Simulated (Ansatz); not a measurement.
# Calculations on CH6AlN

### Relaxation

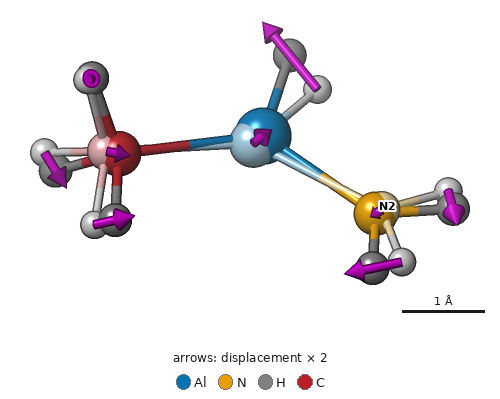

A relaxation of CH6AlN. The starting structure is drawn faded, the final one solid; purple arrows show the displacements, magnified 2 times. The two geometries are superimposed by the best rigid fit.

Style: ball-and-stick. Shown from a free direction.

The run prepares an end point of a later path (reaction) calculation, from a guessed geometry.

Theory: UKS PBE/def2-SVPD (Ansatz). Settings: collinear spin; force threshold 0.03 eV/Å; at most 50 steps.

> Atoms of which element are displaced furthest, and by how much?

Hydrogen: up to 0.56 Å, against 0.17 Å for aluminium.

> What did the optimiser do to the structure, and how much energy did it gain?

An H atom moves most after the best rigid fit: 0.56 Å. Largest moves by element: H 0.56 Å, Al 0.17 Å, C 0.15 Å, N 0.09 Å. Near-neighbour distances that change, for instance: Al–H 1.530 → 1.598 Å, Al–N 1.859 → 1.798 Å, Al–C 1.956 → 1.964 Å. Among the angles between lasting bonds that change: N–Al–H 88.0° → 115.7°, H–Al–C 140.8° → 124.4°, N–Al–C 131.2° → 119.9°. The energy falls by 9.99 kcal/mol in 11 accepted moves (12 points after the start). Largest force component: 1.3 eV/Å at the start, 0.015 eV/Å at the end. The line search rejected the trial step at point 3 of the run. Cost: 31 s on 4 threads of Arm Neoverse N1, on a shared host, peak memory 0.16 GiB.

### Relaxation

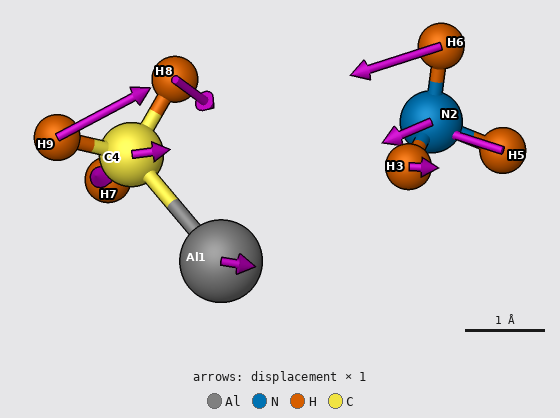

This is a relaxation of CH$_{6}$AlN. The starting structure is drawn; purple arrows show the displacements, at their true length. The two geometries are superimposed by the best rigid fit.

The picture is a ball-and-stick view, seen at a tilt.

The run prepares an end point of a later path (reaction) calculation, from a guessed geometry.

All numbers below come from UKS PBE/def2-SVPD (Ansatz).

Input file:
```yaml
crystal:
  periodic: [false, false, false]
  atoms:
    - { symbol: Al, position_ang: [-0.531918, 0.235789, -1.571542] }
    - { symbol: "N", position_ang: [-0.665859, -1.664432, 1.015532] }
    - { symbol: H, position_ang: [-1.514453, -1.418741, 0.498953] }
    - { symbol: C, position_ang: [0.814471, 1.537153, -0.84128] }
    - { symbol: H, position_ang: [-0.57377, -2.683007, 0.949862] }
    - { symbol: H, position_ang: [-0.803987, -1.414075, 1.998777] }
    - { symbol: H, position_ang: [1.784988, 1.51187, -1.385675] }
    - { symbol: H, position_ang: [1.035756, 1.304675, 0.223609] }
    - { symbol: H, position_ang: [0.454471, 2.590768, -0.888236] }
magnetization:
  spin_polarized: true
basis:
  gaussian: { orbitals: def2-SVPD }
hamiltonian:
  xc: pbe
relax:
  f_tol: 0.03
  max_steps: 50
```

Launched with:
```bash
ansatz run input.yaml --threads 4 --pin off --max-ram 5120MiB --backend cpu --events-out ev --progress --plain --runs-dir out
```

Which element moves most?

Answer. Hydrogen: up to 1.38 Å, against 0.72 Å for nitrogen.

What did the optimiser do to the structure, and how much energy did it gain?

Answer. The atom that moves furthest after the best rigid fit is H9 (1.38 Å). By element the largest moves are H 1.38 Å, N 0.72 Å, C 0.51 Å, Al 0.47 Å. Some distances before and after: Al1–N2 3.213 → 2.265 Å, Al1–C4 2.010 → 2.037 Å, C4–H8 1.112 → 1.116 Å. New bonds form, among them: Al1–N2 (3.21 → 2.26 Å). Bond angles that change, for instance: Al1–C4–H8 110.2° → 112.6°. After 22 accepted moves (23 points after the start) the energy has fallen by 40.9 kJ/mol. Largest force component: 0.23 eV/Å at the start, 0.02 eV/Å at the end. The line search rejected the trial step at point 14 of the run. The run took 58 s on 4 threads of Arm Neoverse N1, with other jobs on the host, peak memory 0.17 GiB.

Limits of the set-up: the start holds two separate molecules, 2.8 Å apart at their closest, whose relative position is a soft coordinate and is computed without a dispersion correction.

### Path

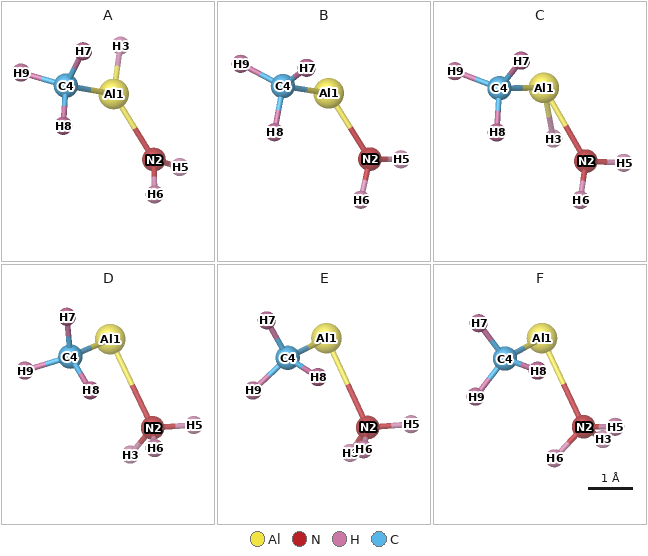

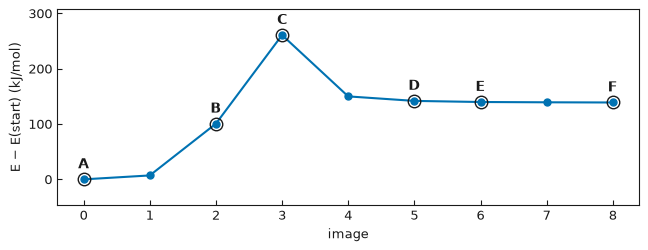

NEB run on CH$_{6}$AlN. Images are numbered from 0 (start) to 8 (end). Frames A to F are images 0, 2, 3, 5, 6, 8. The picture is a ball-and-stick view, seen from a free direction.

All numbers below come from Ansatz 0.2.0, UKS PBE/def2-SVPD. Settings: 7 movable images; climbing image; force threshold 0.05 eV/Å; iteration limit 60; starting path through a guess of the saddle point.

Question: Describe the mechanism and the energy profile.

Answer: A hydrogen atom shifts from one atom to another. Breaking: Al1–H3 (1.60 → 1.73 at the top → 2.84 Å). Forming: N2–H3 (2.88 → 1.45 at the top → 1.03 Å). Forward barrier 260.9 kJ/mol, backward barrier 121.9 kJ/mol, with image 3 at the top; the reaction energy is +139.0 kJ/mol. The band converged in 10 iterations. The largest component of the band force went from 14 to 0.028 eV/Å. The climbing image converged on the top of the path. Its vibrational analysis gives 2 imaginary modes over 30i cm⁻¹, so it isn't confirmed as a transition state.

Cost: 2.9 min on 4 threads of Arm Neoverse N1, with other jobs on the host, peak memory 0.17 GiB.
